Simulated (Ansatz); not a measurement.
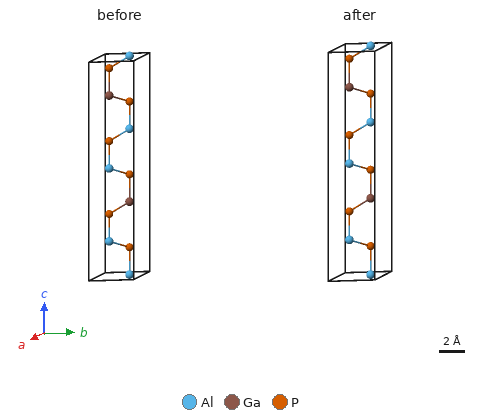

The structure of solid Al$_{2}$GaP$_{3}$ (a generated structure, set up in P6_3mc) (coarse preliminary run) before (left) and after (right) a relaxation, at one scale.

A ball-and-stick model of the cell of the calculation, seen slightly off an axis.

The calculation used Ansatz, DFT PBE, scalar-relativistic, plane waves, PAW.

Input
```yaml
crystal:
  lattice:
    - [3.72140465, 0.0, 0.0]
    - [-1.86070233, 3.22283097, 0.0]
    - [0.0, 0.0, 18.32471667]
  atoms:
    - { symbol: Al, position: [0.33333333, 0.66666667, 2.3e-05] }
    - { symbol: Al, position: [0.33333333, 0.66666667, 0.66668967] }
    - { symbol: Al, position: [0.66666667, 0.33333333, 0.16668967] }
    - { symbol: Al, position: [0.66666667, 0.33333333, 0.500023] }
    - { symbol: Ga, position: [0.33333333, 0.66666667, 0.33335633] }
    - { symbol: Ga, position: [0.66666667, 0.33333333, 0.83335633] }
    - { symbol: P, position: [0.33333333, 0.66666667, 0.124977] }
    - { symbol: P, position: [0.33333333, 0.66666667, 0.45831034] }
    - { symbol: P, position: [0.33333333, 0.66666667, 0.79164367] }
    - { symbol: P, position: [0.66666667, 0.33333333, 0.29164367] }
    - { symbol: P, position: [0.66666667, 0.33333333, 0.624977] }
    - { symbol: P, position: [0.66666667, 0.33333333, 0.95831034] }
basis:
  ecutwfc: 420
kpoints:
  mp_grid: { grid: [6, 6, 1] }
hamiltonian:
  xc: pbe
scf:
  occupations: { method: gaussian, width: 0.1 }
  lower_state_search: "off"
output:
  forces: true
  stress: true
  eigenvalues: true
relax:
  adjacent_minimum: "off"
  f_tol: 0.04
  max_steps: 70
  cell: { stress_tol: 0.4 }
```

Launched with:
```bash
ansatz run input.yaml --threads 1 --pin off --max-ram 2560MiB --backend cpu --events-out ev --progress --plain --runs-dir out
```

Q: Summarise the run.

A: After 3 accepted moves (4 points after the start) the energy has fallen by 101 meV per atom. The largest force component goes from 0.087 to 0.012 eV/Å. The pressure goes from 14.04 to 0.10 GPa. At 1 point the geometry stayed and the basis and grid were re-selected for the new cell (energy shift of 1.2 meV per atom at most each time). The largest moves relative to the cell, 0.007 Å, are those of Ga5, Ga6, P9 and P10. Ga5 goes along +c. Largest moves by element: Ga 0.007 Å, P 0.007 Å, Al 0.003 Å. The volume changes by +13.9 %, with a = b 3.721 → 3.884 Å (+4.4 %), c 18.325 → 19.172 Å (+4.6 %). Among the contacts that change: Ga5–P10 2.280 → 2.385 Å, Ga5–P8 2.290 → 2.393 Å, Al1–P7 2.290 → 2.392 Å, Al1–P12 2.280 → 2.379 Å. The space group stays P6_3mc (No. 186). The run took 19 s on 1 thread of Intel(R) Xeon(R) 6975P-C (Granite Rapids), on a shared host, peak memory 0.51 GiB.
